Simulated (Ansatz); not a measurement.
# SnH₂ (triplet): inputs that go wrong at scale of all distances = 1.526

3 inputs are run for SnH₂ (triplet) as typed; the log has to tell whether the result can be used and what must change.

Method: the settings change from run to run; program: Ansatz 0.2.0, Gaussian basis.

15 further runs of the same task are left out: 7 that didn't finish, 8 set aside as unsound or not needed.

### 1 What is computed

The geometry derives from a PBE0/def2-TZVP stationary point (not a proven minimum). All distances are scaled together. No spin-orbit coupling is included. Elements past krypton take def2 core potentials.

3 atoms, charge 0, spin multiplicity 3.

Atoms are counted from 1 here; the program's logs count them from 0.

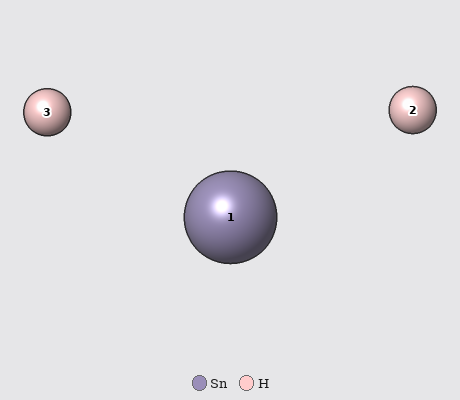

The geometry (tin purple, hydrogen pink); atoms are numbered from 1 in the order of the file.

### 2 Try 1

in.yaml

```yaml
crystal:
  periodic: [false, false, false]
  atoms:
    - {symbol: Sn, position_ang: [0.000000, -0.021961, 0.000000]}
    - {symbol: H, position_ang: [0.000000, 1.293213, -2.262681]}
    - {symbol: H, position_ang: [0.000000, 1.293213, 2.262681]}
basis:
  gaussian: {orbitals: def2-SVP}
magnetization: {spin_polarized: false, initial_magnetization: 2}
correlation: {active_space: {ras: {orbitals: [7, 2, 23], electrons: 36, max_holes: 2, max_particles: 2}, fixed_orbitals: true}}
```

Launch:

```console
$ ansatz run in.yaml --threads 1 --pin off --events-out ev --progress --plain --max-ram 2393MiB
```

What it wrote:

```text
Functional definition: HF
  name "HF"
  cite "Fock, Z. Phys. 61, 126 (1930) doi:10.1007/BF01340294"
  parent pbe
  exchange = exact_x
  correlation = 0
444 factors; integrals over basis functions are off by at most 4.6e-4 eV
mean field evaluation 1: about -5831.1758 eV, gradient 5.3e0 eV
mean field evaluation 2: about -5831.1983 eV, gradient 5.4e0 eV
mean field evaluation 4: about -5831.5227 eV, gradient 5.4e-1 eV
mean field evaluation 8: about -5831.5262 eV, gradient 1.1e-1 eV
mean field evaluation 16: about -5831.5264 eV, gradient 8.2e-4 eV
mean field evaluation 32: about -5832.1908 eV, gradient 5.1e-3 eV
mean field evaluation 64: about -5830.7040 eV, gradient 5.6e-6 eV
mean field evaluation 96: about -5825.2260 eV, gradient 2.3e1 eV
mean field evaluation 128: about -5832.1860 eV, gradient 2.7e-1 eV
mean field -5832.19079669 eV, -214.3290585773 hartree, gradient 3.0e-6 eV, S^2 2.000000; 14 other end points of the search recorded, 0 dependent functions left out
reference -5832.19079669 eV, -214.3290585773 hartree; 13, 11 occupied and 23, 25 virtual orbitals, 444 factors
Error: 36 electrons in 32 orbitals form no window around the highest filled level of the reference
```

It took 0.87 s on 1 thread of Arm Neoverse V2, shared host.

What is wrong: The run stopped with an error. The electron count of the restricted space is wrong. Cure: count the correlated electrons again.

### 3 Try 2

in.yaml

```yaml
crystal:
  periodic: [false, false, false]
  atoms:
    - {symbol: Sn, position_ang: [0.000000, -0.021961, 0.000000]}
    - {symbol: H, position_ang: [0.000000, 1.293213, -2.262681]}
    - {symbol: H, position_ang: [0.000000, 1.293213, 2.262681]}
basis:
  gaussian: {orbitals: def2-SVP}
magnetization: {spin_polarized: true, initial_magnetization: 8}
hamiltonian: {xc: hf}
output: {orbitals: {seedname: orbitals}}
```

Same command.

What it wrote (excerpt; [...] marks lines left out):

```text
Functional definition: HF
  name "HF"
  cite "Fock, Z. Phys. 61, 126 (1930) doi:10.1007/BF01340294"
  parent pbe
[...]
448 factors; integrals over basis functions are off by at most 4.5e-4 eV
[...]
a density is far from that of the atoms, so the factors are made again for it
457 factors; integrals over basis functions are off by at most 4.5e-4 eV
mean field -5795.81731099 eV, -212.9923576329 hartree, gradient 2.7e-6 eV, S^2 20.002043; 0 other end points of the search recorded, 0 dependent functions left out
reference -5795.81731099 eV, -212.9923576329 hartree; 16, 8 occupied and 20, 28 virtual orbitals, 457 factors
Total energy: -5795.81731099 eV, -212.9923576329 hartree
```

Run time: 1.4 s. Hardware: 1 thread of Arm Neoverse V2, shared host.

What is wrong: The run converged, which proves nothing about the input. Far too many unpaired electrons are asked for. Its energy belongs to the state of multiplicity 9, not to the triplet that was meant. Cure: set initial_magnetization to that of the wanted state.

### 4 Try 3

in.yaml

```yaml
crystal:
  periodic: [false, false, false]
  atoms:
    - {symbol: Sn, position_ang: [0.000000, -0.021961, 0.000000]}
    - {symbol: H, position_ang: [0.000000, 1.293213, -2.262681]}
    - {symbol: H, position_ang: [0.000000, 1.293213, 2.262681]}
basis:
  gaussian: {orbitals: def2-SVP}
magnetization: {spin_polarized: false, initial_magnetization: 8}
correlation: {method: bccd_t, electrons: valence}
output: {forces: true}
```

Same command.

What it wrote (excerpt; [...] marks lines left out):

```text
Functional definition: HF
  name "HF"
  cite "Fock, Z. Phys. 61, 126 (1930) doi:10.1007/BF01340294"
  parent pbe
[...]
448 factors; integrals over basis functions are off by at most 4.5e-4 eV
[...]
a density is far from that of the atoms, so the factors are made again for it
457 factors; integrals over basis functions are off by at most 4.5e-4 eV
[...]
mean field -5795.77120818 eV, -212.9906633858 hartree, gradient 3.6e-6 eV, S^2 20.000000; 42 other end points of the search recorded, 0 dependent functions left out
[...]
determinant -5795.77120818 eV, -212.9906633858 hartree, with singles and doubles -5796.82030186 eV, -213.0292168674 hartree
determinant -5795.73963031 eV, -212.9895029203 hartree, with singles and doubles -5796.79733378 eV, -213.0283728060 hartree
determinant -5795.72591712 eV, -212.9889989700 hartree, with singles and doubles -5796.78881510 eV, -213.0280597504 hartree
[...]
4 core orbitals not correlated: weight in the atoms' cores, before any rotation towards them, 1.000 or more for the frozen orbitals, at most 0.000 for the correlated occupied ones
reference -5795.77120818 eV, -212.9906633858 hartree; 12, 4 occupied and 20, 28 virtual orbitals, 457 factors
second order -0.80183178 eV of doubles, -0.03512114 eV of singles
cycle   1  -1.06099030 eV  change    2.9e-4 eV  update   1.7e-3
[...]
cycle  13  -1.06065551 eV  change    6.2e-9 eV  update   1.3e-8
perturbative correction -0.01070957 eV, -0.0003935696 hartree
[...]
Total energy: -5796.84257327 eV, -213.0300353266 hartree
Atom 0 at     0.000000    -0.021961     0.000000 Å, force     0.000000    -1.205545     0.000000 eV/Å
Atom 1 at     0.000000     1.293213    -2.262681 Å, force    -0.000000     0.602773    -1.240395 eV/Å
Atom 2 at     0.000000     1.293213     2.262681 Å, force     0.000000     0.602773     1.240395 eV/Å
Dipole moment:     0.000000     0.286176    -0.000000 e Å
```

It took 34 s on 1 thread of Arm Neoverse V2, shared host.

**Diagnosis.** The run converged, which proves nothing about the input. Far too many unpaired electrons are asked for. Its energy belongs to the state of multiplicity 9, not to the triplet that was meant. Fix: set initial_magnetization to that of the wanted state.

### 5 How the runs ended

| try | level | ended | cause | time |
| --- | --- | --- | --- | --- |
| 1 | CISD/def2-SVP | stopped by an error | the electron count of the restricted space is wrong | 0.87 s |
| 2 | HF/def2-SVP | converged | far too many unpaired electrons are asked for | 1.4 s |
| 3 | BCCD(T) on ROHF/def2-SVP | converged | far too many unpaired electrons are asked for | 34 s |

1 stopped by an error, 2 converged. The input that converges on a wrong geometry or spin is the dangerous one: no error points at it, so geometry and ⟨S²⟩ have to be checked.
